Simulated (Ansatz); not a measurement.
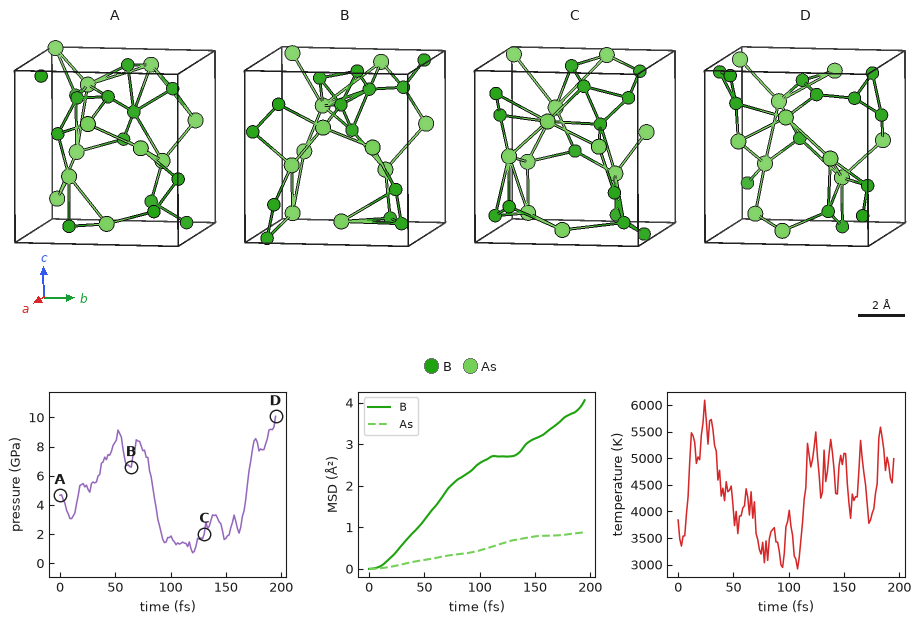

First-principles dynamics of an amorphous cell of composition B14As11 (25 atoms in the cell), 195 fs long. Frames (A at 0 fs, B at 64 fs, C at 130 fs, D at 195 fs) and the history of the run. A ball-and-stick model of the simulation cell, seen slightly off an axis. Atoms that leave the cell re-enter on the other side. Bonds to atoms that aren't drawn are left out.

Computed with DFT PBE, scalar-relativistic, plane waves, PAW (Ansatz 0.2.0). Settings: plane-wave cutoff 420 eV; k-point mesh 1 × 1 × 1; Fermi-Dirac smearing 0.345 eV; volume 1.05 times that of the relaxed crystal; set temperature 4000 K; time step 1.5 fs.

What do the frames and curves show?

The mean temperature in the second half is 4510 K (standard deviation 632 K). The potential energy in the second half lies on average 265 meV per atom below the first frame. The first frame is far from relaxed (forces up to 9.4 eV/Å), so much of the motion is the structure settling. The mean pressure there is 3.8 GPa. Root-mean-square distances from the starting positions over the second half, with the common drift of all atoms taken out: B 1.77 Å, As 0.85 Å. That is already a fair part of the typical shortest distance between atoms in the first frame, about 1.8 Å and still growing, as in a liquid, though 195 fs is too short to measure diffusion. Bond changes: 18 B–B bonds form between 16.5 fs and 189 fs; 24 As–B bonds break between 21 fs and 182 fs; 20 As–B bonds form between 26 fs and 188 fs; 14 B–B bonds break between 44 fs and 194 fs; 3 As–As bonds break between 70 fs and 189 fs.

Limits of the set-up: the periodic images lie only 7.2 Å apart, so the values are limited by the cell's size.
